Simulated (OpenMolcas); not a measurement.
# SiHCl2F (SMILES F[SiH](Cl)Cl): levels of theory compared

Wanted: a comparison of 6 runs (HF/STO-3G, B3LYP/6-31G*, BHLYP/def2-SVPD, BLYP/def2-SVPD, M06-L/def2-SVPD, PBE/def2-SVPD) of SiHCl2F. 

The calculation is run with OpenMolcas 26.06.

1 further run of the same task is left out (set aside as unsound or not needed).

## Step 1: Starting point

SiHCl2F: 5 atoms, total charge 0, spin state singlet. As SMILES, `F[SiH](Cl)Cl`. The shape is that of a PBE0-D4/def2-TZVP optimisation.

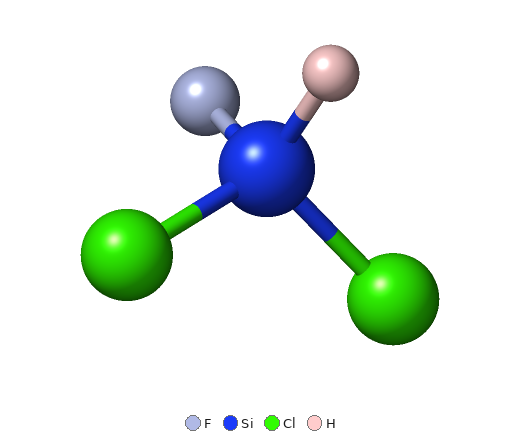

Viewed from a chosen angle; fluorine light blue, silicon blue, chlorine green, hydrogen pink.

## Step 2: Energy and forces at HF/STO-3G (run 1)

Contents of mol.xyz:

```xyz
5

F      0.035500    -0.682700     1.466900
Si     0.115700    -0.048400     0.020800
Cl    -0.511900     1.872300     0.131500
Cl    -1.092800    -1.108700    -1.208300
H      1.503300    -0.106100    -0.452400
```

Contents of mol.inp:

```
&GATEWAY
BasLib = $CurrDir
Coord = mol.xyz
Basis = STO-3G
Group = NoSym
&SEWARD
&SCF
Thresholds = 1e-10 1e-07 1e-07 1e-05
PrOrbitals = 1 1
&ALASKA
```

The basis set STO-3G is read from a file made from the Basis Set Exchange's data (not shown).

Launch:

```console
$ export MOLCAS_MEM=1860
$ pymolcas mol.inp > mol.log
```

Log:

```text
--- Start Module: gateway ---
[...]
--- Stop Module: gateway /rc=_RC_ALL_IS_WELL_ ---
[...]
      Basis functions           33
[...]
--- Start Module: scf ---
[...]
       Convergence after  11 Iterations
[...]
::    Total SCF energy                              -1293.5087712888
[...]
      Total spin, S                                     0.0000000000
[...]
      Total electronic charge=   58.000000
      Total            charge=   -0.000000
[...]
      Dipole Moment (debye):
      Origin of the operator (angstrom)=   -0.4298    0.1041   -0.0819
                   X=  2.3015E+00               Y= -6.6337E-01               Z=  4.7833E-01           Total=  2.4425E+00
      Quadrupole Moment (debye*angstrom):
[...]
--- Stop Module: scf /rc=_RC_ALL_IS_WELL_ ---
[...]
--- Start Module: alaska ---
[...]
 *              Molecular gradients               *
 **************************************************
  Irreducible representation: a
 ------------------------------------------------------------------------------------------
                              X                       Y                       Z
 ------------------------------------------------------------------------------------------
  F1                2.97744379999232E-03    6.05802351493168E-03   -1.47664411982227E-02
  SI2              -5.10812178953461E-02    9.43005773691830E-03    1.20734004208067E-03
  CL3               8.51091307300944E-03   -2.71453556473489E-02   -5.06638260686865E-04
  CL4               1.65772989276132E-02    1.43187087199337E-02    1.81187689770432E-02
  H5                2.30155620947308E-02   -2.66143432441368E-03   -4.05302956018216E-03
 ------------------------------------------------------------------------------------------
--- Stop Module: alaska /rc=_RC_ALL_IS_WELL_ ---
[...]
```

Wall time 6 s (1 thread of AMD EPYC 7R43 (Zen 3), shared host); peak memory 0.36 GiB.

## Step 3: Energy and gradient at B3LYP/6-31G(d) (spherical functions) (run 2)

Contents of run.input:

```
&GATEWAY
  BasLib
  $CurrDir
  Coord
  5
  angstrom
  F        0.035500      -0.682700       1.466900
  Si       0.115700      -0.048400       0.020800
  Cl      -0.511900       1.872300       0.131500
  Cl      -1.092800      -1.108700      -1.208300
  H        1.503300      -0.106100      -0.452400
  Basis
  6-31Gs
  Group
  NoSym

&SEWARD
  GridInput
  Grid=UltraFine
  End of Grid

&SCF
  KSDFT
  B3LYP
  Thresholds
  1e-10 1e-07 1e-07 1e-05
  PrOrbitals
  1 2

&ALASKA
```

The basis set 6-31G* is read from a file made from the Basis Set Exchange's data (not shown).

Launch:

```console
$ export MOLCAS_MEM=1860
$ pymolcas run.input > run.log
```

Log:

```text
--- Start Module: gateway ---
[...]
--- Stop Module: gateway /rc=_RC_ALL_IS_WELL_ ---
[...]
      Basis functions           70
[...]
--- Start Module: scf ---
[...]
       Convergence after  13 Iterations
[...]
::    Total KS-DFT energy                           -1310.4765240857
[...]
      Total spin, S                                     0.0000000000
[...]
      Total electronic charge=   58.000000
      Total            charge=   -0.000000
[...]
      Dipole Moment (debye):
      Origin of the operator (angstrom)=   -0.4298    0.1041   -0.0819
                   X=  1.0996E+00               Y= -2.3098E-02               Z= -4.2499E-01           Total=  1.1791E+00
      Quadrupole Moment (debye*angstrom):
[...]
--- Stop Module: scf /rc=_RC_ALL_IS_WELL_ ---
[...]
--- Start Module: alaska ---
[...]
 *              Molecular gradients               *
 **************************************************
  Irreducible representation: a
 ------------------------------------------------------------------------------------------
                              X                       Y                       Z
 ------------------------------------------------------------------------------------------
  F1                7.34209266286312E-04    5.92577286961316E-03   -1.35003002877028E-02
  SI2              -8.40922825883617E-03   -1.16748898861596E-03    6.27120555503025E-03
  CL3               2.69961794121087E-03   -9.81964054545870E-03   -2.87818435897647E-04
  CL4               5.65051904080782E-03    5.37095210324878E-03    6.53242552111166E-03
  H5               -6.75117989517027E-04   -3.09595438772736E-04    9.84487647436083E-04
 ------------------------------------------------------------------------------------------
--- Stop Module: alaska /rc=_RC_ALL_IS_WELL_ ---
[...]
```

Run time: 32 s. Hardware: 1 thread of AMD EPYC 7R43 (Zen 3), shared host; peak memory 0.41 GiB.

Run 3 isn't shown in full; the table further down has it.

## Step 4: Energy and gradient at BLYP/def2-SVPD (run 4)

Contents of job.inp:

```
>>> EXPORT MOLCAS_PRINT=2

&GATEWAY
  BASLIB
  $CurrDir
  COORD
  5
  angstrom
  F        0.035500      -0.682700       1.466900
  Si       0.115700      -0.048400       0.020800
  Cl      -0.511900       1.872300       0.131500
  Cl      -1.092800      -1.108700      -1.208300
  H        1.503300      -0.106100      -0.452400
  BASIS
  def2-SVPD
  GROUP
  NoSym

&SEWARD
  GRIDINPUT
  Grid=UltraFine
  End of Grid

&SCF
  KSDFT
  BLYP
  THRESHOLDS
  1e-10 1e-07 1e-07 1e-05
  PRORBITALS
  1

&ALASKA
```

The basis set def2-SVPD is read from a file made from the Basis Set Exchange's data (not shown).

Launch:

```console
$ export MOLCAS_MEM=1860
$ pymolcas job.inp > job.log
```

Log:

```text
--- Start Module: gateway ---
[...]
--- Stop Module: gateway /rc=_RC_ALL_IS_WELL_ ---
[...]
      Basis functions          109
[...]
--- Start Module: scf ---
[...]
       Convergence after  14 Iterations
[...]
::    Total KS-DFT energy                           -1310.0335463649
[...]
      Total spin, S                                     0.0000000000
[...]
      Total electronic charge=   58.000000
      Total            charge=   -0.000000
[...]
      Dipole Moment (debye):
      Origin of the operator (angstrom)=   -0.4298    0.1041   -0.0819
                   X=  8.1188E-01               Y=  1.2308E-01               Z= -6.2550E-01           Total=  1.0323E+00
      Quadrupole Moment (debye*angstrom):
[...]
--- Stop Module: scf /rc=_RC_ALL_IS_WELL_ ---
[...]
--- Start Module: alaska ---
[...]
 *              Molecular gradients               *
 **************************************************
  Irreducible representation: a
 ------------------------------------------------------------------------------------------
                              X                       Y                       Z
 ------------------------------------------------------------------------------------------
  F1                1.86020284373845E-03    1.74662760693352E-02   -3.96663880191035E-02
  SI2              -1.62524642963575E-02   -8.65519418248173E-03    2.63329391622085E-02
  CL3               6.38087960005596E-03   -2.08451670809353E-02   -1.37197146056134E-03
  CL4               1.27245696019767E-02    1.17577171622791E-02    1.32739937291255E-02
  H5               -4.71318774935536E-03    2.76368031697338E-04    1.43142658831019E-03
 ------------------------------------------------------------------------------------------
--- Stop Module: alaska /rc=_RC_ALL_IS_WELL_ ---
[...]
```

Run time: 36 s. Hardware: 1 thread of AMD EPYC 7R43 (Zen 3), shared host; peak memory 0.64 GiB.

Run 5 isn't shown in full; the table further down has it.

## Step 5: Energy and gradient at PBE/def2-SVPD (run 6)

Contents of job.inp:

```
&GATEWAY
BasLib=$CurrDir
BasisSet
F.def2-SVPD....
F1 0.035500 -0.682700 1.466900 angstrom
End of Basis
BasisSet
Si.def2-SVPD....
Si2 0.115700 -0.048400 0.020800 angstrom
End of Basis
BasisSet
Cl.def2-SVPD....
Cl3 -0.511900 1.872300 0.131500 angstrom
Cl4 -1.092800 -1.108700 -1.208300 angstrom
End of Basis
BasisSet
H.def2-SVPD....
H5 1.503300 -0.106100 -0.452400 angstrom
End of Basis
&SEWARD
GridInput
Grid=UltraFine
End of Grid
&SCF
KSDFT=PBE
Thresholds=1e-10 1e-07 1e-07 1e-05
PrOrbitals=1
&ALASKA
```

The basis set def2-SVPD is read from a file made from the Basis Set Exchange's data (not shown).

Launch:

```console
$ export MOLCAS_MEM=1860
$ pymolcas job.inp > job.log
```

Log:

```text
--- Start Module: gateway ---
[...]
--- Stop Module: gateway /rc=_RC_ALL_IS_WELL_ ---
[...]
      Basis functions          109
[...]
--- Start Module: scf ---
[...]
       Convergence after  14 Iterations
[...]
::    Total KS-DFT energy                           -1309.4347629170
[...]
      Total spin, S                                     0.0000000000
[...]
      Total electronic charge=   58.000000
      Total            charge=   -0.000000
[...]
      Dipole Moment (debye):
      Origin of the operator (angstrom)=   -0.4298    0.1041   -0.0819
                   X=  8.1008E-01               Y=  1.1869E-01               Z= -6.1496E-01           Total=  1.0240E+00
      Quadrupole Moment (debye*angstrom):
[...]
--- Stop Module: scf /rc=_RC_ALL_IS_WELL_ ---
[...]
--- Start Module: alaska ---
[...]
 *              Molecular gradients               *
 **************************************************
  Irreducible representation: a
 ------------------------------------------------------------------------------------------
                              X                       Y                       Z
 ------------------------------------------------------------------------------------------
  F1                2.05056967707007E-03    1.61969018915595E-02   -3.69245852094444E-02
  SI2              -1.06071624782658E-02   -9.54827864154195E-03    2.58725940206399E-02
  CL3               5.04888883044341E-03   -1.54347795126952E-02   -9.02334873706501E-04
  CL4               9.70734886756830E-03    8.51962786953209E-03    9.85665661373858E-03
  H5               -6.19964489681823E-03    2.66528393181309E-04    2.09766944873779E-03
 ------------------------------------------------------------------------------------------
--- Stop Module: alaska /rc=_RC_ALL_IS_WELL_ ---
[...]
```

Wall time 38 s (1 thread of AMD EPYC 7R43 (Zen 3), shared host); peak memory 0.63 GiB.

## Step 6: Overview of the runs

| run | level | integration grid | energy (Eh) | dipole moment (D) | HOMO energy (eV) | LUMO energy (eV) | wall time |
| --- | --- | --- | --- | --- | --- | --- | --- |
| 1 | HF/STO-3G | – | -1293.508771 | 2.44 | -11.17 | 7.70 | 6 s |
| 2 | B3LYP/6-31G* (spherical functions) | UltraFine | -1310.476524 | 1.18 | -9.30 | 0.16 | 32 s |
| 3 | BHLYP/def2-SVPD | UltraFine | -1310.024552 | 1.19 | -11.02 | 0.79 | 69 s |
| 4 | BLYP/def2-SVPD | UltraFine | -1310.033546 | 1.03 | -8.16 | -0.88 | 36 s |
| 5 | M06-L/def2-SVPD | UltraFine | -1310.051279 | 1.08 | -8.65 | -0.50 | 57 s |
| 6 | PBE/def2-SVPD | UltraFine | -1309.434763 | 1.02 | -8.34 | -0.98 | 38 s |

## Step 7: Summary of results

| quantity | value |
| --- | --- |
| run 6: total energy | -1309.43476 Eh |
| run 6: dipole moment | 1.02 D |
| run 6: HOMO energy | -8.34 eV |
| run 6: LUMO energy | -0.98 eV |
| run 6: HOMO–LUMO gap | 7.37 eV |
| run 6: largest force on an atom | 2.076 eV/Å |

In words: The dipole moment (its size) runs from 1.02 D (PBE/def2-SVPD) to 2.44 D (HF/STO-3G). The two ends differ in method and basis. The HOMO–LUMO gap runs from 7.28 eV (BLYP/def2-SVPD) to 18.87 eV (HF/STO-3G). Totals of different functionals can't be ranked against each other. In run 1 the basis is minimal, so the values are rough. All runs together took 4 min, the longest 69 s.
